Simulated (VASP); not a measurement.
Band structure of CaCd3O4 (space group Cmmm). These are LDA (Ceperley-Alder, Perdew-Zunger), VASP's LDA PAW potentials (set 64) (plane waves; VASP 6.6.1) values and carry that method's errors.

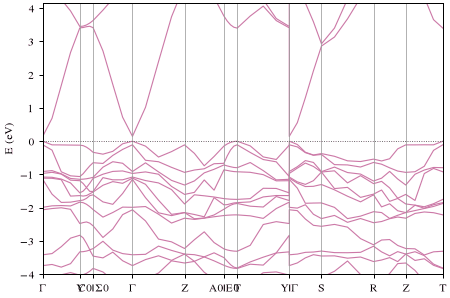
Bands along high-symmetry lines, zero at the valence-band maximum or, without a gap, the Fermi level

### Question
Read the plot: is there a gap, and where are the band edges?

### Answer
The gap is direct, 0.14 eV, from the valence maximum at Γ to the conduction minimum at Γ.

The structure comes from a computed database's CaCd3O4 entry (Cmmm); how it stands against other phases isn't given here. The cell was not relaxed at this level.
